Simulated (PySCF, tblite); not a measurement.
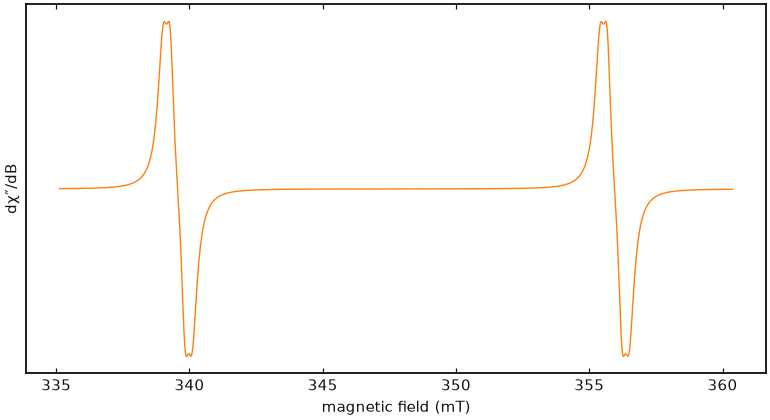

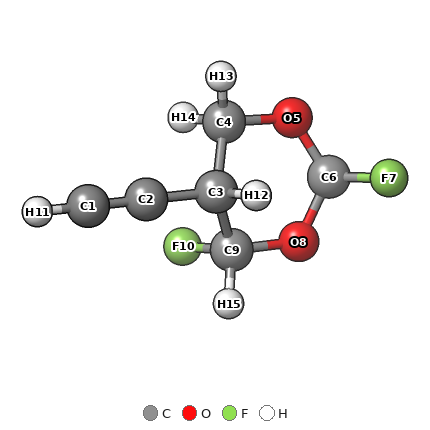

First-order isotropic EPR spectrum (fast tumbling, first derivative) of C₆H₅F₂O₂, SMILES C#C[C@@H]1CO[C](F)O[C@@H]1F, doublet at 9.75 GHz, Lorentzian lines of 0.49 mT full width at half height, from computed g and hyperfine couplings (B3LYP/pcH-1 in PySCF, at a GFN2-xTB geometry (a minimum by its frequencies), gas phase); values of one conformer, averaged over methyl-type rotors alone; other conformers aren't averaged in; no vibrational averaging; dilute isotopes left out. The SMILES is one Lewis form and needn't show where the spin sits.

Question: Which couplings does the calculation give? The spectrum shows the sizes of those above the line width, not their signs.

Answer:
| nuclei | isotope | a (mT) | a (MHz) |
| --- | --- | --- | --- |
| F7 | ¹⁹F | 16.39 | 459.6 |
| F10 | ¹⁹F | 0.42 | 11.7 |
| H13 | ¹H | 0.27 | 7.7 |
| H15 | ¹H | 0.21 | 5.8 |
| H14 | ¹H | −0.05 | −1.4 |
| H12 | ¹H | 0.02 | 0.5 |

Question: What is the g value, and how wide is the spectrum?

Answer: g_iso = 2.0032, which centres the spectrum at 347.8 mT; it spans 17.4 mT.

Caveats: the tight-binding geometry is rougher than a DFT one and adds to the error.
